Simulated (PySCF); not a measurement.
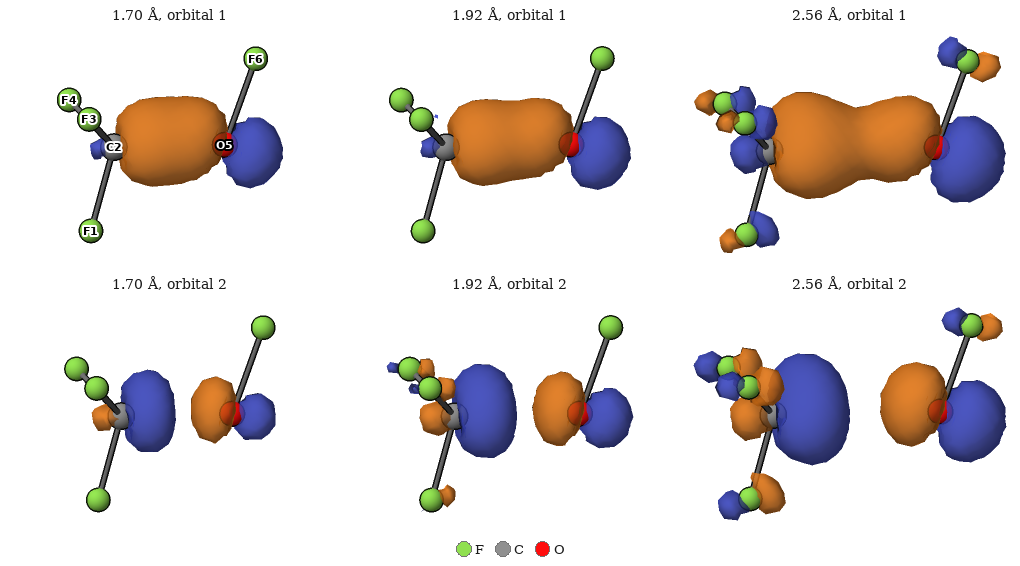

CF₄O, SMILES `FC(F)(F)OF`. Rigid stretch of the C2–O5 bond. The two CASSCF(2,2) natural orbitals nearest half filling (orbital 1 the more occupied).

Level of theory: def2-SVP basis (PySCF), at a geometry from GFN2-xTB. No frequency check shows the geometry to be a minimum.

Cartesian coordinates (Å):

```
F1       1.3777   -0.8615   -0.0142
C2       0.3622   -0.0130    0.0006
F3       0.4618    0.7842   -1.0580
F4       0.4696    0.7555    1.0764
O5      -0.7494   -0.7819   -0.0060
F6      -1.8844    0.0254    0.0008
```

How do the occupations change along the stretch?

Answer. 1.70 Å: 1.93 and 0.07; 1.92 Å: 1.85 and 0.15; 2.56 Å: 1.43 and 0.57. At the longest distance computed (3.98 Å) they are 1.00 and 1.00, and the effective number of unpaired electrons is 2.0.

Where does the UHF solution part from RHF?

Answer. Between 1.70 Å (⟨S²⟩ = 0, the two coincide) and 1.92 Å (⟨S²⟩ = 0.54); at 3.98 Å ⟨S²⟩ is 1.06 and UHF lies 6.7 eV below RHF.

How much energy does the stretch cost?

Answer. By CASSCF, 3.7 eV from the lowest point of the scan (1.42 Å) to 3.98 Å; RHF gives 9.6 eV from its own lowest point. The fragments aren't relaxed and dynamic correlation is missing, so this isn't a bond dissociation energy.

Cost of the run: 2.5 min on 1 thread of Intel(R) Xeon(R) Platinum 8488C (Sapphire Rapids), on a shared host, peak memory 0.22 GiB.
